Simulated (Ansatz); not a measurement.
# H5NSSi + H2O: a complex and its separated parts, part 3 of 3

Ansatz 0.2.0, Gaussian basis.

## 17. PBE-QIDH/def2-TZVPP

The inputs:

parta/in.yaml

```yaml
crystal:
  periodic: [false, false, false]
  atoms:
    - {symbol: Si, position_ang: [-0.875142, -0.467063, -0.871875]}
    - {symbol: H, position_ang: [-1.129727, -1.150406, -2.164252]}
    - {symbol: H, position_ang: [-2.149474, -0.272014, -0.135257]}
    - {symbol: N, position_ang: [0.213167, -1.473737, -0.028315]}
    - {symbol: S, position_ang: [-0.063595, 1.503116, -1.164010]}
    - {symbol: H, position_ang: [0.794773, -2.125091, -0.527229]}
    - {symbol: H, position_ang: [0.616405, -1.204741, 0.853738]}
    - {symbol: H, position_ang: [-1.258085, 2.114224, -1.102191]}
basis:
  gaussian: {orbitals: def2-TZVPP}
hamiltonian: {xc: {name: PBE-QIDH}}
```

partb/in.yaml

```yaml
crystal:
  periodic: [false, false, false]
  atoms:
    - {symbol: O, position_ang: [1.077917, 0.748655, 1.893614]}
    - {symbol: H, position_ang: [0.823359, 1.254340, 1.118804]}
    - {symbol: H, position_ang: [1.950501, 1.072718, 2.126870]}
basis:
  gaussian: {orbitals: def2-TZVPP}
hamiltonian: {xc: {name: PBE-QIDH}}
```

One command serves all of them, each in its own folder.

Started as:

```sh
ansatz run in.yaml --threads 4 --pin off --events-out ev --progress --plain --max-ram 9574MiB
```

parta printed, shortened:

```text
Functional definition: PBE-QIDH
  name "PBE-QIDH"
  cite "Brémond, Sancho-García, Pérez-Jiménez & Adamo, J. Chem. Phys. 141, 031101 (2014) doi:10.1063/1.4890314"
  cite "Perdew, Burke & Ernzerhof, Phys. Rev. Lett. 77, 3865 (1996) doi:10.1103/PhysRevLett.77.3865"
[...]
1051 factors; integrals over basis functions are off by at most 1.0e-3 eV
[...]
mean field -20268.34457672 eV, -744.8479248169 hartree, gradient 5.1e-6 eV, S^2 0.000000; 0 other end points of the search recorded, 0 dependent functions left out
11 core orbitals not correlated: weight in the atoms' cores, before any rotation towards them, 1.000 or more for the frozen orbitals, at most 0.000 for the correlated occupied ones
reference -20268.34458808 eV, -744.8479252344 hartree; 10, 10 occupied and 164, 164 virtual orbitals, 1051 factors
second order -16.03593150 eV of doubles, -0.00000000 eV of singles
Total energy: -20273.68989858 eV, -745.0443617721 hartree
```

partb printed, shortened:

```text
Functional definition: PBE-QIDH
  name "PBE-QIDH"
  cite "Brémond, Sancho-García, Pérez-Jiménez & Adamo, J. Chem. Phys. 141, 031101 (2014) doi:10.1063/1.4890314"
  cite "Perdew, Burke & Ernzerhof, Phys. Rev. Lett. 77, 3865 (1996) doi:10.1103/PhysRevLett.77.3865"
[...]
361 factors; integrals over basis functions are off by at most 8.7e-4 eV
[...]
mean field -2075.58431270 eV, -76.2763166102 hartree, gradient 2.3e-6 eV, S^2 0.000000; 0 other end points of the search recorded, 0 dependent functions left out
1 core orbitals not correlated: weight in the atoms' cores, before any rotation towards them, 1.000 or more for the frozen orbitals, at most 0.000 for the correlated occupied ones
reference -2075.58431819 eV, -76.2763168121 hartree; 4, 4 occupied and 54, 54 virtual orbitals, 361 factors
second order -7.85909015 eV of doubles, -0.00000000 eV of singles
Total energy: -2078.20401491 eV, -76.3725888907 hartree
```

Wall times: 2.4 s (parta), 0.3 s (partb) on 4 threads of Intel Xeon Platinum 8259CL at 2.50GHz, shared host.

## 18. RPA on PBE/def2-TZVPP

The same edit goes into each in.yaml of step 17 (parta, partb):

```diff
-hamiltonian: {xc: {name: PBE-QIDH}}
+hamiltonian: {xc: pbe}
+correlation: {method: rpa}
```

One command serves all of them, each in its own folder.

Started as:

```sh
ansatz run in.yaml --threads 4 --pin off --events-out ev --progress --plain --max-ram 9574MiB
```

parta printed, shortened:

```text
Functional definition: PBE
  name "PBE"
  cite "Perdew, Burke & Ernzerhof, Phys. Rev. Lett. 77, 3865 (1996) doi:10.1103/PhysRevLett.77.3865"
  parent pbe
[...]
1051 factors; integrals over basis functions are off by at most 1.0e-3 eV
[...]
mean field -20276.58453673 eV, -745.1507377622 hartree, gradient 2.3e-6 eV, S^2 0.000000; 0 other end points of the search recorded, 0 dependent functions left out
11 core orbitals not correlated: weight in the atoms' cores, before any rotation towards them, 1.000 or more for the frozen orbitals, at most 0.000 for the correlated occupied ones
reference -20242.40562983 eV, -743.8946861009 hartree; 10, 10 occupied and 164, 164 virtual orbitals, 1051 factors
Total energy: -20266.90144521 eV, -744.7948907124 hartree
```

partb printed, shortened:

```text
Functional definition: PBE
  name "PBE"
  cite "Perdew, Burke & Ernzerhof, Phys. Rev. Lett. 77, 3865 (1996) doi:10.1103/PhysRevLett.77.3865"
  parent pbe
[...]
361 factors; integrals over basis functions are off by at most 8.7e-4 eV
[...]
mean field -2078.40758523 eV, -76.3800699621 hartree, gradient 6.8e-6 eV, S^2 0.000000; 0 other end points of the search recorded, 0 dependent functions left out
1 core orbitals not correlated: weight in the atoms' cores, before any rotation towards them, 1.000 or more for the frozen orbitals, at most 0.000 for the correlated occupied ones
reference -2069.53689504 eV, -76.0540781104 hartree; 4, 4 occupied and 54, 54 virtual orbitals, 361 factors
Total energy: -2080.48264014 eV, -76.4563268235 hartree
```

Wall times: 2 s (parta), 0.3 s (partb) on 4 threads of Intel Xeon Platinum 8259CL at 2.50GHz, shared host.

## 19. CCSD(T)/def2-TZVPP

Each input of step 18 (parta, partb) changes in the same lines:

```diff
-hamiltonian: {xc: pbe}
-correlation: {method: rpa}
+correlation: {method: ccsd_t}
```

Each run has its own folder and the same command.

Started as:

```sh
ansatz run in.yaml --threads 4 --pin off --events-out ev --progress --plain --max-ram 9574MiB
```

Output in parta, shortened:

```text
Functional definition: HF
  name "HF"
  cite "Fock, Z. Phys. 61, 126 (1930) doi:10.1007/BF01340294"
  parent pbe
[...]
1051 factors; integrals over basis functions are off by at most 1.0e-3 eV
[...]
mean field -20243.48994000 eV, -743.9345337647 hartree, gradient 3.0e-6 eV, S^2 0.000000; 0 other end points of the search recorded, 0 dependent functions left out
11 core orbitals not correlated: weight in the atoms' cores, before any rotation towards them, 1.000 or more for the frozen orbitals, at most 0.000 for the correlated occupied ones
reference -20243.48994000 eV, -743.9345337647 hartree; 10, 10 occupied and 164, 164 virtual orbitals, 1051 factors
second order -14.19179335 eV of doubles, -0.00000000 eV of singles
cycle   1  -14.91656022 eV  change   -7.2e-1 eV  update   7.8e-2
[...]
cycle   9  -15.34312781 eV  change   -4.9e-6 eV  update   1.3e-5
perturbative correction -0.59962976 eV, -0.0220359874 hartree
Total energy: -20259.43269757 eV, -744.5204192990 hartree
```

Output in partb, shortened:

```text
Functional definition: HF
  name "HF"
  cite "Fock, Z. Phys. 61, 126 (1930) doi:10.1007/BF01340294"
  parent pbe
[...]
361 factors; integrals over basis functions are off by at most 8.7e-4 eV
[...]
mean field -2069.76235199 eV, -76.0623635003 hartree, gradient 3.6e-6 eV, S^2 0.000000; 0 other end points of the search recorded, 0 dependent functions left out
1 core orbitals not correlated: weight in the atoms' cores, before any rotation towards them, 1.000 or more for the frozen orbitals, at most 0.000 for the correlated occupied ones
reference -2069.76235199 eV, -76.0623635003 hartree; 4, 4 occupied and 54, 54 virtual orbitals, 361 factors
second order -7.10564113 eV of doubles, -0.00000000 eV of singles
cycle   1  -7.11168282 eV  change   -6.0e-3 eV  update   4.1e-2
[...]
cycle   8  -7.26614982 eV  change    3.5e-6 eV  update   7.2e-6
perturbative correction -0.20741207 eV, -0.0076222529 hartree
Total energy: -2077.23591388 eV, -76.3370118340 hartree
```

Wall times: 12 s (parta), 0.3 s (partb) on 4 threads of Intel Xeon Platinum 8259CL at 2.50GHz, shared host; peak memory 1.7 GiB.

## 20. Vibrations of H5NSSi

vib-parta/in.yaml

```yaml
crystal:
  periodic: [false, false, false]
  atoms:
    - {symbol: Si, position_ang: [-0.875142, -0.467063, -0.871875]}
    - {symbol: H, position_ang: [-1.129727, -1.150406, -2.164252]}
    - {symbol: H, position_ang: [-2.149474, -0.272014, -0.135257]}
    - {symbol: N, position_ang: [0.213167, -1.473737, -0.028315]}
    - {symbol: S, position_ang: [-0.063595, 1.503116, -1.164010]}
    - {symbol: H, position_ang: [0.794773, -2.125091, -0.527229]}
    - {symbol: H, position_ang: [0.616405, -1.204741, 0.853738]}
    - {symbol: H, position_ang: [-1.258085, 2.114224, -1.102191]}
basis:
  gaussian: {orbitals: def2-TZVP}
hamiltonian: {xc: pbe0, dispersion: d4}
phonons: {temperatures: {t_min: 298.15, t_max: 900, t_step: 200}}
```

Started as:

```sh
ansatz run in.yaml --threads 4 --pin off --events-out ev --progress --plain --max-ram 9574MiB
```

The log of the run, shortened:

```text
Functional definition: PBE0
  name "PBE0"
  cite "Adamo & Barone, J. Chem. Phys. 110, 6158 (1999) doi:10.1063/1.478522"
  cite "Perdew, Burke & Ernzerhof, Phys. Rev. Lett. 77, 3865 (1996) doi:10.1103/PhysRevLett.77.3865"
  parent pbe
[...]
914 factors; their error is unknown
[...]
mean field -20278.39199407 eV, -745.2171605942 hartree, gradient 1.3e-5 eV, S^2 0.000000; 0 other end points of the search recorded, 0 dependent functions left out
[...]
Atom 5 at     0.794773    -2.125091    -0.527229 Å, force    -0.000582     0.001402     0.002666 eV/Å
Atom 6 at     0.616405    -1.204741     0.853738 Å, force    -0.000723    -0.001250    -0.003881 eV/Å
Atom 7 at    -1.258085     2.114224    -1.102191 Å, force     0.000282    -0.001662    -0.000023 eV/Å
Dipole moment:     0.044098    -0.192760     0.131918 e Å
Vibrations: 101.78 146.25 252.24 357.47 500.61 535.28 708.02 739.73 862.91 885.05 915.98 955.99 1579.97 2223.06 2232.72 2713.86 3617.01 3714.90 cm⁻¹, zero-point energy 1.428473 eV
```

Run time: 40 s. Hardware: 4 threads of Intel Xeon Platinum 8259CL at 2.50GHz, shared host.

The modes, with what each moves most:

| mode | wavenumber (cm⁻¹) | character |
| --- | --- | --- |
| 1 | 102 | torsion |
| 2 | 146 | bend with torsion |
| 3 | 252 | torsion with bend |
| 4 | 357 | torsion |
| 5 | 501 | Si–S stretch |
| 6 | 535 | bend with torsion |
| 7 | 708 | bend |
| 8 | 740 | bend |
| 9 | 863 | bend with Si–N stretch |
| 10 | 885 | Si–N stretch with bend |
| 11 | 916 | bend with torsion |
| 12 | 956 | bend with torsion |
| 13 | 1580 | bend |
| 14 | 2223 | Si–H stretch |
| 15 | 2233 | Si–H stretch |
| 16 | 2714 | S–H stretch |
| 17 | 3617 | N–H stretch |
| 18 | 3715 | N–H stretch |

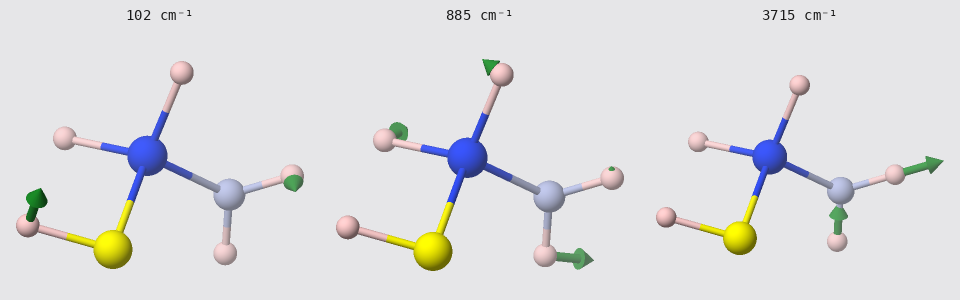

Displacements of 3 modes, as arrows.

Vibrational sums (real modes only):

| T (K) | entropy (J/mol/K) | heat capacity (J/mol/K) |
| --- | --- | --- |
| 298 | 47.5 | 55.3 |
| 498 | 82.3 | 80.1 |
| 698 | 111.9 | 95.5 |
| 898 | 137.4 | 106.5 |

## 21. Vibrations of H2O

vib-partb/in.yaml

```yaml
crystal:
  periodic: [false, false, false]
  atoms:
    - {symbol: O, position_ang: [1.077917, 0.748655, 1.893614]}
    - {symbol: H, position_ang: [0.823359, 1.254340, 1.118804]}
    - {symbol: H, position_ang: [1.950501, 1.072718, 2.126870]}
basis:
  gaussian: {orbitals: def2-TZVP}
hamiltonian: {xc: pbe0, dispersion: d4}
phonons: {temperatures: {t_min: 298.15, t_max: 900, t_step: 200}}
```

Started as:

```sh
ansatz run in.yaml --threads 4 --pin off --events-out ev --progress --plain --max-ram 9574MiB
```

The log of the run, shortened:

```text
Functional definition: PBE0
  name "PBE0"
  cite "Adamo & Barone, J. Chem. Phys. 110, 6158 (1999) doi:10.1063/1.478522"
  cite "Perdew, Burke & Ernzerhof, Phys. Rev. Lett. 77, 3865 (1996) doi:10.1103/PhysRevLett.77.3865"
  parent pbe
[...]
239 factors; their error is unknown
[...]
mean field -2078.33307655 eV, -76.3773318185 hartree, gradient 1.2e-5 eV, S^2 0.000000; 0 other end points of the search recorded, 0 dependent functions left out
[...]
Total energy: -2078.33734652 eV, -76.3774887371 hartree
Atom 0 at     1.077917     0.748655     1.893614 Å, force     0.001001     0.001830    -0.001449 eV/Å
Atom 1 at     0.823359     1.254340     1.118804 Å, force    -0.000455    -0.001055     0.000922 eV/Å
Atom 2 at     1.950501     1.072718     2.126870 Å, force    -0.000546    -0.000774     0.000527 eV/Å
Dipole moment:     0.227870     0.305931    -0.199672 e Å
Vibrations: 1623.08 3851.39 3959.02 cm⁻¹, zero-point energy 0.584802 eV
```

Run time: 1.2 s. Hardware: 4 threads of Intel Xeon Platinum 8259CL at 2.50GHz, shared host.

The modes, with what each moves most:

| mode | wavenumber (cm⁻¹) | character |
| --- | --- | --- |
| 1 | 1623 | bend |
| 2 | 3851 | O–H stretch |
| 3 | 3959 | O–H stretch |

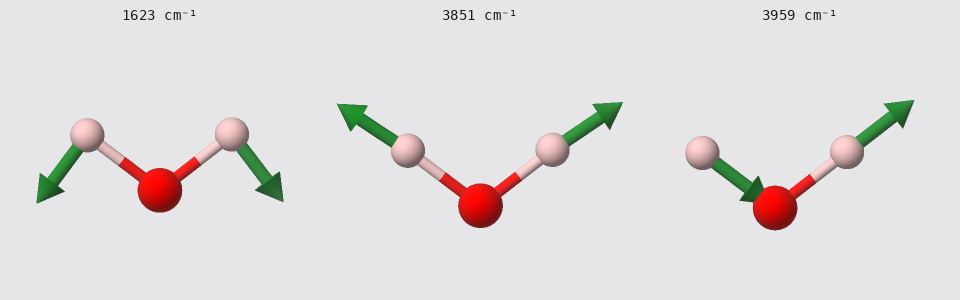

How the atoms move in 3 of the modes.

Vibrational sums (real modes only):

| T (K) | entropy (J/mol/K) | heat capacity (J/mol/K) |
| --- | --- | --- |
| 298 | 0.0 | 0.2 |
| 498 | 0.4 | 1.7 |
| 698 | 1.4 | 3.9 |
| 898 | 2.6 | 6.1 |

## 22. Complex less separated parts

The complex's own energies come from single points at the same levels.

Rows are in def2-TZVPP; times add the 3 runs of a level on a shared host, so small differences are noise.

Differences are taken before rounding.

| method | rung | complex less parts (kcal/mol) | from CCSD(T) (kcal/mol) | time |
| --- | --- | --- | --- | --- |
| SPW92 | LDA | -11.2 | -5.0 | 2 s |
| PBE-D4 | GGA | -7.8 | -1.6 | 3 s |
| BLYP-D4 | GGA | -7.4 | -1.3 | 3 s |
| r2SCAN-D4 | meta-GGA | -7.0 | -0.9 | 5.2 s |
| B97M-V | meta-GGA | -6.9 | -0.7 | 9.5 s |
| PBE0-D4 | hybrid | -7.2 | -1.0 | 4.2 s |
| B3LYP-D4 | hybrid | -7.2 | -1.0 | 3.9 s |
| r2SCAN0-D4 | hybrid | -6.8 | -0.7 | 6 s |
| BHLYP-D4 | hybrid | -6.9 | -0.8 | 3.9 s |
| CAM-B3LYP-D4 | range-separated hybrid | -7.4 | -1.2 | 4.9 s |
| wB97X-V | range-separated hybrid | -6.7 | -0.5 | 9.9 s |
| wB97M-V | range-separated hybrid | -6.9 | -0.7 | 11 s |
| B2PLYP | double hybrid | -5.8 | +0.4 | 7.1 s |
| PBE-QIDH | double hybrid | -6.2 | 0.0 | 7.1 s |
| RPA on PBE | RPA | -5.3 | +0.9 | 6.2 s |
| Hartree-Fock | wavefunction | -2.6 | +3.6 |  |
| MP2 | wavefunction | -6.5 | -0.3 |  |
| CCSD | wavefunction | -5.5 | +0.6 |  |
| CCSD(T) | wavefunction | -6.2 | 0 | 74 s |

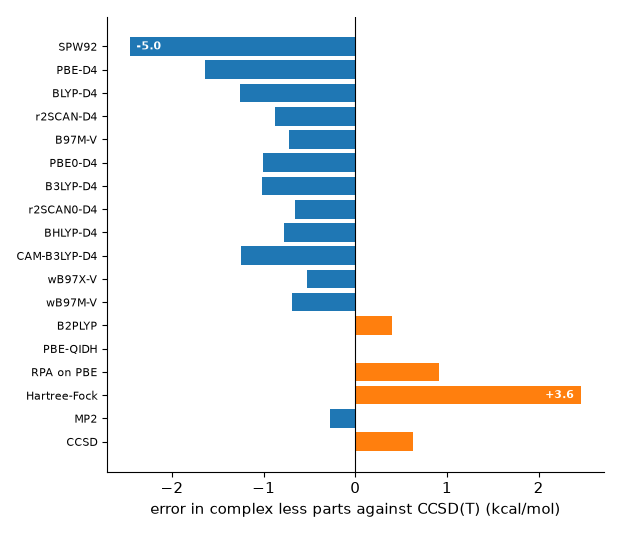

How far each level lands from CCSD(T). Bars with a number in them are cut short.

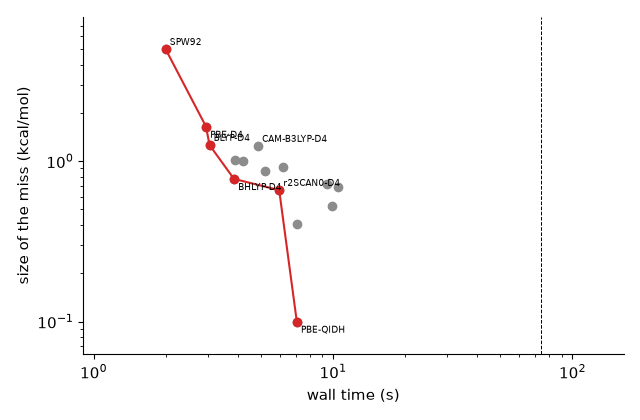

Accuracy for the time spent; red marks the levels that beat every quicker one drawn (of those quicker than the yardstick), and the dashed line is the time of CCSD(T). Only those levels and the largest misses are named. Misses under 0.1 kcal/mol are drawn at that value. Times are from a shared host.

PBE-QIDH reaches 0.0 kcal/mol from the reference in 7.1 s, where CCSD(T) took 74 s; the quickest level in the cost chart, SPW92, takes 2 s and misses by 5.0 kcal/mol.

The complex's zero-point energy, from a separate PBE0-D4 run, is 2.097 eV.

## 23. Outcome

This closing draws on all 3 parts.

| quantity | value |
| --- | --- |
| complex less parts, CCSD(T)/def2-TZVPP | -6.2 kcal/mol |
| with zero-point energy | -4.2 kcal/mol |
| largest T1 diagnostic | 0.010 |

At CCSD(T) the complex lies 6.2 kcal/mol below its parts. The functionals run from PBE-QIDH, off by 0.0 kcal/mol, to SPW92, off by -5.0 kcal/mol, against CCSD(T). By rung, the mean size of the error is: LDA 5.0, GGA 1.5, meta-GGA 0.8, hybrid 0.9, range-separated hybrid 0.8, double hybrid 0.2 kcal/mol. PBE-D4 gives a relative energy 1.6 kcal/mol too low, outside chemical accuracy (1 kcal/mol). No counterpoise was applied, and triple zeta lacks some correlation, so the CCSD(T) reference has a basis error of its own, and close matches with it are partly luck.
